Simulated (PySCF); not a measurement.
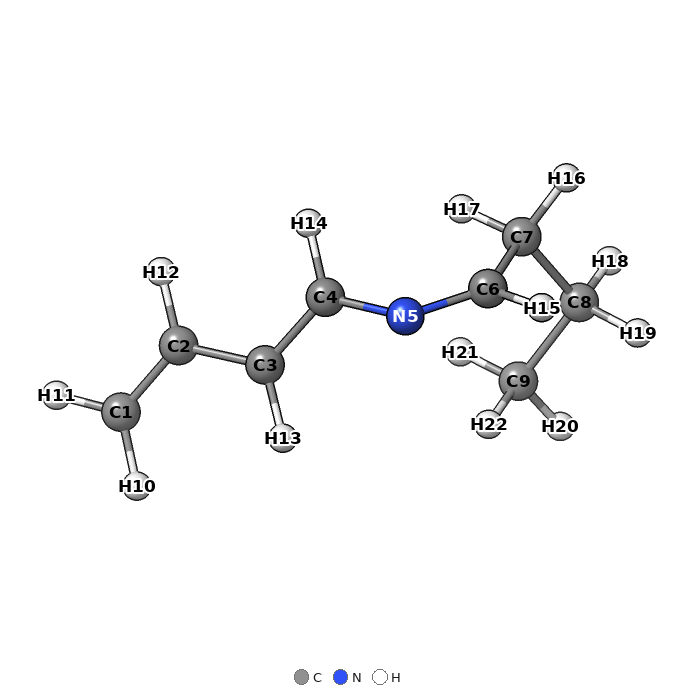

The geometry was computed by an optimisation with GFN2-xTB. No frequency run is at hand to confirm it as a minimum. Electric field gradients from the ground-state density, PBE0/pcSseg-1 (PySCF 2.14.0), non-relativistic apart from any core potentials.

Give the largest field-gradient component, the quadrupole coupling constant and the asymmetry for 14N at N5 (Q = 20.44 mb).

| atom | V_zz (a.u.) | e²qQ/h (MHz) | η |
| --- | --- | --- | --- |
| N5 | −1.050 | −5.04 | 0.30 |
